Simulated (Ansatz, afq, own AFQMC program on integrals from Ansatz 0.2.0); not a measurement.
**AlBH₂ (triplet): AFQMC on the coupled-cluster ladder at angle Al2–B1–H3 = 159.4°, cc-pVDZ**

Aim: compute AlBH₂ (triplet) with auxiliary-field quantum Monte Carlo on the same integrals as coupled cluster, and set the energies side by side.

Program: Ansatz 0.2.0, Gaussian basis, and an in-house AFQMC program (afq) on its integrals; all values are calculated. Level of theory: cc-pVDZ, frozen cores. These are calculated values, not measurements.

Plan: PBE (unrestricted); r2SCAN (unrestricted); PBE0 (unrestricted); B3LYP (unrestricted); wB97M-V (unrestricted); B2PLYP (unrestricted); CCSD(T) on UHF; CCSDT(Q) on UHF; Phaseless AFQMC, CISD trial on UHF.

## 1. What is computed

The geometry derives from a PBE0/def2-TZVP stationary point (not a proven minimum). One angle is set to the value named; bond lengths are kept.

4 atoms, charge 0, spin multiplicity 3.

Atoms are counted from 1 here; the program's logs count them from 0.

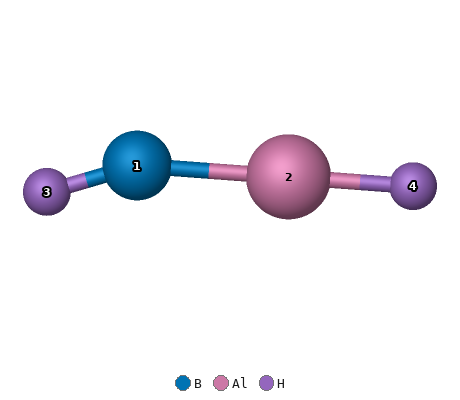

The structure; boron blue, aluminium pink, hydrogen purple; atoms are numbered from 1 in the order of the file.

As a file:

```xyz
4
charge 0, multiplicity 3
B    -0.29375    0.00000    1.03439
Al    0.04755    0.00000   -0.84367
H    -0.08221    0.00000    2.19841
H     0.32841    0.00000   -2.38913
```

## 2. PBE (unrestricted)

in.yaml

```yaml
crystal:
  periodic: [false, false, false]
  atoms:
    - {symbol: B, position_ang: [-0.293749, 0.000000, 1.034387]}
    - {symbol: Al, position_ang: [0.047551, 0.000000, -0.843666]}
    - {symbol: H, position_ang: [-0.082211, 0.000000, 2.198409]}
    - {symbol: H, position_ang: [0.328409, 0.000000, -2.389131]}
basis:
  gaussian: {orbitals: cc-pVDZ}
magnetization: {spin_polarized: true, initial_magnetization: 2}
hamiltonian: {xc: {name: PBE}}
output: {orbitals: {seedname: orbitals}}
```

Run with:

```bash
$ ansatz run in.yaml --threads 1 --pin off --events-out ev --progress --plain --max-ram 1382MiB
```

Output:

```text
Functional definition: PBE
  name "PBE"
  cite "Perdew, Burke & Ernzerhof, Phys. Rev. Lett. 77, 3865 (1996) doi:10.1103/PhysRevLett.77.3865"
  parent pbe
  parameter kappa = 0.804
  parameter beta = 0.06672455060314922
  exchange = pbe_x(kappa = kappa, mu = beta*pi^2/3)
  correlation = pbe_c(beta = beta)
523 factors; their error is unknown
mean field evaluation 1: about -7292.7223 eV, gradient 2.1e1 eV
mean field evaluation 2: about -7280.7511 eV, gradient 3.5e1 eV
mean field evaluation 4: about -7296.9364 eV, gradient 1.8e0 eV
mean field evaluation 8: about -7296.9720 eV, gradient 3.8e-2 eV
mean field evaluation 16: about -7296.9445 eV, gradient 2.3e-5 eV
mean field -7296.94445399 eV, -268.1577626374 hartree, gradient 2.3e-5 eV, S^2 2.006704; 0 other end points of the search recorded, 0 dependent functions left out
reference -7296.94449132 eV, -268.1577640093 hartree; 11, 9 occupied and 31, 33 virtual orbitals, 523 factors
Total energy: -7296.94449132 eV, -268.1577640093 hartree
```

Run time: 0.54 s. Hardware: 1 thread of Intel Xeon 6975P-C (Granite Rapids), shared host.

From the report: ⟨S²⟩ of the determinant 2.007 (pure triplet: 2.00).

## 3. r2SCAN (unrestricted)

in.yaml: that of step 2 with these lines changed.

```diff
@@ -10,3 +10,2 @@
 magnetization: {spin_polarized: true, initial_magnetization: 2}
-hamiltonian: {xc: {name: PBE}}
-output: {orbitals: {seedname: orbitals}}
+hamiltonian: {xc: {name: r2SCAN}}
```

The command is unchanged.

Output:

```text
Functional definition: r2SCAN
  name "r2SCAN"
  cite "Furness, Kaplan, Ning, Perdew & Sun, J. Phys. Chem. Lett. 11, 8208 (2020) doi:10.1021/acs.jpclett.0c02405"
  cite "Furness, Kaplan, Ning, Perdew & Sun, J. Phys. Chem. Lett. 11, 9248 (2020) doi:10.1021/acs.jpclett.0c03077"
  parent r2scan
  parameter k0 = 0.174
  parameter k1 = 0.065
  parameter a1 = 4.9479
  exchange = r2scan_x(k0 = k0, k1 = k1, a1 = a1)
  correlation = r2scan_c
523 factors; their error is unknown
mean field evaluation 1: about -7297.5598 eV, gradient 1.8e1 eV
mean field evaluation 2: about -7290.5753 eV, gradient 2.9e1 eV
mean field evaluation 4: about -7300.7779 eV, gradient 1.0e0 eV
mean field evaluation 8: about -7300.7614 eV, gradient 2.6e-2 eV
mean field evaluation 16: about -7300.7614 eV, gradient 2.8e-5 eV
mean field -7300.76141872 eV, -268.2980335042 hartree, gradient 2.8e-5 eV, S^2 2.013990; 0 other end points of the search recorded, 0 dependent functions left out
reference -7300.76143248 eV, -268.2980340097 hartree; 11, 9 occupied and 31, 33 virtual orbitals, 523 factors
Total energy: -7300.76143248 eV, -268.2980340097 hartree
```

Run time: 1 s. Hardware: 1 thread of Intel Xeon 6975P-C (Granite Rapids), shared host.

From the report: ⟨S²⟩ of the determinant 2.014 (pure triplet: 2.00).

## 4. PBE0 (unrestricted)

in.yaml: that of step 3 with these lines changed.

```diff
@@ -10,2 +10,3 @@
 magnetization: {spin_polarized: true, initial_magnetization: 2}
-hamiltonian: {xc: {name: r2SCAN}}
+hamiltonian: {xc: {name: PBE0}}
+output: {orbitals: {seedname: orbitals}}
```

Launched as before.

Output:

```text
Functional definition: PBE0
  name "PBE0"
  cite "Adamo & Barone, J. Chem. Phys. 110, 6158 (1999) doi:10.1063/1.478522"
  cite "Perdew, Burke & Ernzerhof, Phys. Rev. Lett. 77, 3865 (1996) doi:10.1103/PhysRevLett.77.3865"
  parent pbe
  parameter a = 0.25
  parameter kappa = 0.804
  parameter beta = 0.06672455060314922
  exchange = (1 - a)*pbe_x(kappa = kappa, mu = beta*pi^2/3) + a*exact_x
  correlation = pbe_c(beta = beta)
401 factors; integrals over basis functions are off by at most 9.5e-4 eV
mean field evaluation 1: about -7295.5153 eV, gradient 1.6e1 eV
mean field evaluation 2: about -7293.0903 eV, gradient 2.1e1 eV
mean field evaluation 4: about -7297.7763 eV, gradient 3.9e-1 eV
mean field evaluation 8: about -7297.8221 eV, gradient 4.4e-2 eV
mean field evaluation 16: about -7297.8221 eV, gradient 8.5e-5 eV
mean field -7297.82212313 eV, -268.1900163837 hartree, gradient 8.5e-5 eV, S^2 2.007478; 0 other end points of the search recorded, 0 dependent functions left out
reference -7297.82215107 eV, -268.1900174104 hartree; 11, 9 occupied and 31, 33 virtual orbitals, 401 factors
Total energy: -7297.82215107 eV, -268.1900174104 hartree
```

Run time: 0.69 s. Hardware: 1 thread of Intel Xeon 6975P-C (Granite Rapids), shared host.

From the report: ⟨S²⟩ of the determinant 2.007 (pure triplet: 2.00).

## 5. B3LYP (unrestricted)

in.yaml: that of step 4 with these lines changed.

```diff
@@ -10,3 +10,2 @@
 magnetization: {spin_polarized: true, initial_magnetization: 2}
-hamiltonian: {xc: {name: PBE0}}
-output: {orbitals: {seedname: orbitals}}
+hamiltonian: {xc: {name: B3LYP}}
```

Launched as before.

Output, shortened:

```text
Functional definition: B3LYP
  name "B3LYP"
  cite "Stephens, Devlin, Chabalowski & Frisch, J. Phys. Chem. 98, 11623 (1994) doi:10.1021/j100096a001"
  cite "Becke, Phys. Rev. A 38, 3098 (1988) doi:10.1103/PhysRevA.38.3098"
  cite "Lee, Yang & Parr, Phys. Rev. B 37, 785 (1988) doi:10.1103/PhysRevB.37.785"
  cite "Vosko, Wilk & Nusair, Can. J. Phys. 58, 1200 (1980) doi:10.1139/p80-159"
[...]
401 factors; integrals over basis functions are off by at most 9.5e-4 eV
[...]
mean field -7302.63732873 eV, -268.3669719253 hartree, gradient 8.4e-5 eV, S^2 2.004880; 0 other end points of the search recorded, 0 dependent functions left out
reference -7302.63754044 eV, -268.3669797056 hartree; 11, 9 occupied and 31, 33 virtual orbitals, 401 factors
Total energy: -7302.63754044 eV, -268.3669797056 hartree
```

It took 0.66 s on 1 thread of Intel Xeon 6975P-C (Granite Rapids), shared host.

From the report: ⟨S²⟩ of the determinant 2.005 (pure triplet: 2.00).

## 6. wB97M-V (unrestricted)

in.yaml: that of step 5 with these lines changed.

```diff
@@ -10,2 +10,3 @@
 magnetization: {spin_polarized: true, initial_magnetization: 2}
-hamiltonian: {xc: {name: B3LYP}}
+hamiltonian: {xc: {name: wB97M-V}}
+output: {orbitals: {seedname: orbitals}}
```

The command is unchanged.

Output, shortened:

```text
Functional definition: wB97M-V
  name "wB97M-V"
  cite "Mardirossian & Head-Gordon, J. Chem. Phys. 144, 214110 (2016) doi:10.1063/1.4952647"
  cite "Becke, J. Chem. Phys. 107, 8554 (1997) doi:10.1063/1.475007"
  cite "Vydrov & Van Voorhis, J. Chem. Phys. 133, 244103 (2010) doi:10.1063/1.3521275"
  # Of w^i u^j: cxij and so on, Table III.
[...]
  gx(w, u) = 1 - cx + cx01*u + cx10*w
  gss(w, u) = css00 + css04*u^4 + css10*w + css20*w^2 + css43*w^4*u^3
  gos(w, u) = cos00 + cos10*w + (cos20 + cos21*u)*w^2 + (cos60 + cos61*u)*w^6
[...]
      + integral(e_c_pw_mod_opposite_spin*gos(b97_w_opposite, b97_u_opposite)) + vv10(b, c)
401 factors; integrals over basis functions are off by at most 9.5e-4 eV
151 factors; integrals over basis functions are off by at most 2.0e-5 eV
[...]
mean field -7300.82934518 eV, -268.3005297556 hartree, gradient 2.2e-5 eV, S^2 2.003415; 0 other end points of the search recorded, 0 dependent functions left out
reference -7300.82938320 eV, -268.3005311529 hartree; 11, 9 occupied and 31, 33 virtual orbitals, 401 factors
Total energy: -7300.82938320 eV, -268.3005311529 hartree
```

It took 2.5 s on 1 thread of Intel Xeon 6975P-C (Granite Rapids), shared host.

From the report: ⟨S²⟩ of the determinant 2.003 (pure triplet: 2.00).

## 7. B2PLYP (unrestricted)

in.yaml: that of step 6 with these lines changed.

```diff
@@ -10,3 +10,3 @@
 magnetization: {spin_polarized: true, initial_magnetization: 2}
-hamiltonian: {xc: {name: wB97M-V}}
-output: {orbitals: {seedname: orbitals}}
+hamiltonian: {xc: {name: B2PLYP}}
+correlation: {electrons: outside_noble_gas}
```

Same command.

Output, shortened:

```text
Functional definition: B2PLYP
  name "B2PLYP"
  cite "Grimme, J. Chem. Phys. 124, 034108 (2006) doi:10.1063/1.2148954"
  cite "Becke, Phys. Rev. A 38, 3098 (1988) doi:10.1103/PhysRevA.38.3098"
  cite "Lee, Yang & Parr, Phys. Rev. B 37, 785 (1988) doi:10.1103/PhysRevB.37.785"
[...]
401 factors; integrals over basis functions are off by at most 9.5e-4 eV
[...]
mean field -7296.52917300 eV, -268.1425013426 hartree, gradient 7.7e-6 eV, S^2 2.007517; 0 other end points of the search recorded, 0 dependent functions left out
6 core orbitals not correlated: weight in the atoms' cores, before any rotation towards them, 1.000 or more for the frozen orbitals, at most 0.000 for the correlated occupied ones
reference -7296.52930665 eV, -268.1425062543 hartree; 5, 3 occupied and 31, 33 virtual orbitals, 401 factors
second order -4.15622641 eV of doubles, -0.00000000 eV of singles
Total energy: -7297.65148778 eV, -268.1837456502 hartree
```

It took 0.75 s on 1 thread of Intel Xeon 6975P-C (Granite Rapids), shared host.

From the report: ⟨S²⟩ of the determinant 2.008 (pure triplet: 2.00).

## 8. CCSD(T) on UHF

in.yaml: that of step 7 with these lines changed.

```diff
@@ -10,3 +10,2 @@
 magnetization: {spin_polarized: true, initial_magnetization: 2}
-hamiltonian: {xc: {name: B2PLYP}}
-correlation: {electrons: outside_noble_gas}
+correlation: {method: ccsd_t, electrons: outside_noble_gas, hamiltonian_folder: ham}
```

Launched as before.

Output, shortened:

```text
Functional definition: HF
  name "HF"
  cite "Fock, Z. Phys. 61, 126 (1930) doi:10.1007/BF01340294"
  parent pbe
[...]
401 factors; integrals over basis functions are off by at most 9.5e-4 eV
[...]
mean field -7283.14038554 eV, -267.6504724787 hartree, gradient 3.1e-6 eV, S^2 2.016759; 3 other end points of the search recorded, 0 dependent functions left out
determinant -7283.14038554 eV, -267.6504724787 hartree, with singles and doubles -7287.17436454 eV, -267.7987184727 hartree
determinant -7280.64453584 eV, -267.5587516939 hartree, with singles and doubles -7284.39455640 eV, -267.6965624079 hartree
determinant -7280.33058961 eV, -267.5472143828 hartree, with singles and doubles -7284.10925624 eV, -267.6860778201 hartree
determinant -7279.92996390 eV, -267.5324916597 hartree, with singles and doubles -7283.89137460 eV, -267.6780708178 hartree
6 core orbitals not correlated: weight in the atoms' cores, before any rotation towards them, 1.000 or more for the frozen orbitals, at most 0.000 for the correlated occupied ones
reference -7283.14038554 eV, -267.6504724787 hartree; 5, 3 occupied and 31, 33 virtual orbitals, 401 factors
second order -3.20554584 eV of doubles, -0.00000000 eV of singles
cycle   1  -4.03408899 eV  change   -1.1e-4 eV  update   6.3e-4
[...]
cycle   7  -4.03420454 eV  change    2.4e-6 eV  update   3.6e-6
perturbative correction -0.12951992 eV, -0.0047597693 hartree
Total energy: -7287.30411000 eV, -267.8034865303 hartree
```

Wall time 1.1 s (1 thread of Intel Xeon 6975P-C (Granite Rapids), shared host).

From the report: ⟨S²⟩ of the determinant 2.017 (pure triplet: 2.00); correlation -4.1637 eV; T1 0.019; largest double amplitude 0.07.

This run also writes the integrals to the folder ham.

## 9. CCSDT(Q) on UHF

in.yaml: that of step 8 with these lines changed.

```diff
@@ -10,2 +10,2 @@
 magnetization: {spin_polarized: true, initial_magnetization: 2}
-correlation: {method: ccsd_t, electrons: outside_noble_gas, hamiltonian_folder: ham}
+correlation: {method: ccsdt_q, electrons: outside_noble_gas}
```

Same command.

Output, shortened:

```text
Functional definition: HF
  name "HF"
  cite "Fock, Z. Phys. 61, 126 (1930) doi:10.1007/BF01340294"
  parent pbe
[...]
750 factors; integrals over basis functions are off by at most 2.4e-7 eV
[...]
mean field -7283.14041802 eV, -267.6504736722 hartree, gradient 2.2e-6 eV, S^2 2.016759; 3 other end points of the search recorded, 0 dependent functions left out
determinant -7283.14041802 eV, -267.6504736722 hartree, with singles and doubles -7287.17439237 eV, -267.7987194955 hartree
determinant -7280.64456615 eV, -267.5587528077 hartree, with singles and doubles -7284.39458367 eV, -267.6965634100 hartree
determinant -7280.33062264 eV, -267.5472155966 hartree, with singles and doubles -7284.10928457 eV, -267.6860788614 hartree
determinant -7279.93000521 eV, -267.5324931779 hartree, with singles and doubles -7283.89141580 eV, -267.6780723318 hartree
6 core orbitals not correlated: weight in the atoms' cores, before any rotation towards them, 1.000 or more for the frozen orbitals, at most 0.000 for the correlated occupied ones
reference -7283.14041802 eV, -267.6504736722 hartree; 5, 3 occupied and 31, 33 virtual orbitals, 750 factors
second order -3.20556345 eV of doubles, -0.00000000 eV of singles
cycle   1  -3.79111778 eV  change   -5.9e-1 eV  update   7.4e-2
[...]
cycle  17  -4.19964342 eV  change    1.6e-7 eV  update   3.3e-7
perturbative correction -0.00818273 eV, -0.0003007099 hartree
Total energy: -7287.34824417 eV, -267.8051084311 hartree
```

Wall time 7 s (1 thread of Intel Xeon 6975P-C (Granite Rapids), shared host).

From the report: ⟨S²⟩ of the determinant 2.017 (pure triplet: 2.00); correlation -4.2078 eV; T1 0.020; largest double amplitude 0.09.

## 10. Phaseless AFQMC, CISD trial on UHF

It reads the integrals that the CCSD(T) run on this determinant wrote.

Run with:

```bash
$ afq ham --method phaseless --trial cisd --walkers 60 --populations 1 --least-time 40 --time-step 0.005 --steps-per-block 50 --equilibration-blocks 28 --max-blocks 300 --target-error 0.00034 --factor-cut 1e-05 --start spin_pure --seed 8609 --release-times 0.24,0.51,0.99,1.62,2.4 --release-step 0.03 --release-every 4 --taylor-order 6
```

Output:

```text
orbitals 36  electrons 5 3  factors 267 of 401
reference energy -267.65047248 Eh
CCSD correlation -0.14825415 Eh in 12 cycles, weight of the determinant in the CISD state 0.8966
energy of the start -267.798430 Eh
 block  time / (1/Eh)  mean weight  energy / Eh
     1     0.250  1.0006  -267.797297
     2     0.500  0.9994  -267.797503
     3     0.750  1.0012  -267.798771
     4     1.000  0.9999  -267.800624
     5     1.250  0.9992  -267.799325
     6     1.500  1.0000  -267.799437
     7     1.750  1.0007  -267.801602
     8     2.000  1.0000  -267.800920
     9     2.250  1.0007  -267.800930
    10     2.500  0.9997  -267.801023
    13     3.250  1.0008  -267.804689
    19     4.750  1.0002  -267.804568
    25     6.250  1.0002  -267.802064
    31     7.750  1.0015  -267.802700
    37     9.250  0.9991  -267.800111
    43    10.750  0.9993  -267.801971
    49    12.250  1.0003  -267.804568
    55    13.750  0.9995  -267.808686
    61    15.250  1.0007  -267.805093
    67    16.750  0.9993  -267.802402
    73    18.250  0.9992  -267.803501
    79    19.750  1.0020  -267.803004
    85    21.250  1.0002  -267.805258
    91    22.750  0.9996  -267.801772
    97    24.250  0.9991  -267.802857
   103    25.750  1.0001  -267.807517
   109    27.250  1.0013  -267.803374
   115    28.750  1.0012  -267.805702
   121    30.250  1.0012  -267.804121
   127    31.750  1.0014  -267.804395
   133    33.250  0.9997  -267.804416
   139    34.750  0.9996  -267.807475
   145    36.250  1.0001  -267.806390
   151    37.750  0.9982  -267.807243
   157    39.250  0.9996  -267.804118
   163    40.750  0.9982  -267.806996
   169    42.250  1.0004  -267.804649
   175    43.750  1.0001  -267.806662
   181    45.250  0.9991  -267.805209
   187    46.750  0.9996  -267.800954
   193    48.250  1.0007  -267.803369
   199    49.750  0.9988  -267.805719
   205    51.250  1.0033  -267.800712
   211    52.750  1.0012  -267.803428
   217    54.250  0.9985  -267.801760
   223    55.750  0.9992  -267.809848
   229    57.250  0.9990  -267.799521
   235    58.750  1.0010  -267.807006
   241    60.250  1.0016  -267.802718
   247    61.750  0.9994  -267.805738
   253    63.250  0.9992  -267.805048
   259    64.750  0.9981  -267.802434
   265    66.250  1.0005  -267.803316
   271    67.750  0.9996  -267.808584
   277    69.250  1.0006  -267.805222
blocks merged  error / Eh  count
     1  0.000168  250
     2  0.000212  125
     4  0.000267  62
     8  0.000298  31
    16  0.000355  15
released: time / (1/Eh)  energy / Eh  error  mean overlap
  0.24  -267.804807  0.000318  0.9973
  0.51  -267.804327  0.000265  1.0090
  0.99  -267.804399  0.000268  1.0204
  1.62  -267.804407  0.000275  1.0365
  2.40  -267.804621  0.000336  1.0583
energy -267.804488 +/- 0.000298 Eh
```

Run time: 3.6 min. Hardware: 1 thread of Intel Xeon 6975P-C (Granite Rapids), shared host.

Energy -7287.3313 ± 0.0081 eV. Caveats: constraint bias not in the error.

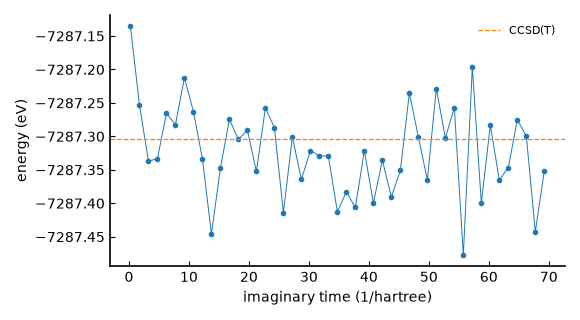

Block energies along the walk.

## 11. AFQMC on the ladder

On the UHF determinant, counted from CCSDT(Q) (a yardstick, not exact):

```tsv
level	energy (eV)	from CCSDT(Q) (kJ/mol)	statistical error (kJ/mol)	time
HF	-7283.1404	+406.0		
MP2	-7286.3459	+96.7		
CCSD	-7287.1746	+16.8		
CCSD(T)	-7287.3041	+4.3		
CCSDT(Q)	-7287.3482	0.0		
Phaseless AFQMC, CISD trial, step 0.005, 60 walkers	-7287.3313	+1.6	0.8	3.6 min
```

The functionals' totals stand on their own zeros and serve differences with other points: PBE -7296.944 eV; r2SCAN -7300.761 eV; PBE0 -7297.822 eV; B3LYP -7302.638 eV; wB97M-V -7300.829 eV; B2PLYP -7297.651 eV.

## 12. Outcome

| quantity | value |
| --- | --- |
| CCSD(T) on UHF from CCSDT(Q) | +4.3 kJ/mol |
| Phaseless AFQMC, CISD trial on UHF from CCSDT(Q) | +1.6 ± 0.8 kJ/mol |

On UHF the phaseless walk with the CISD trial lies +1.6 kJ/mol from CCSDT(Q), within three error bars. Error bars are statistical and leave out the constraint, the time step and what remains of the start.
